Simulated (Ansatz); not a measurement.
## Profile along the N–Al line in AlN (zinc blende)

AlN (zinc blende)

```
AlN
1.0
    0.00000     2.18491     2.18491
    2.18491     0.00000     2.18491
    2.18491     2.18491     0.00000
N Al
1 1
Cartesian
  3.27737   3.27737   3.27737
  0.00000   0.00000   0.00000
```

Fields along a shortest N–Al line of a {110} plane (1.89 Å), from N to Al, interpolated on the slice's grid (step about 0.2 Å). Level of theory: r2SCAN (plane waves to 500 eV, PAW, scalar-relativistic; Ansatz, a first-principles code). k mesh 13×13×13. These are valence fields of a PAW run, semicore shells included where kept as valence: close to a nucleus they are smooth pseudo fields. AlN was relaxed with its symmetry unable to fall.

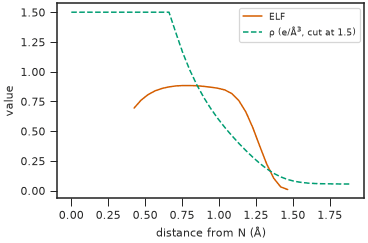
*ELF (away from the nuclei) and valence density from N to Al.*

Density on the N–Al line (1.89 Å) at its midpoint: 0.69 e/Å³. ELF at that point: 0.9. ELF maximum in the middle third of the N–Al line: 0.88, 0.8 Å from N.
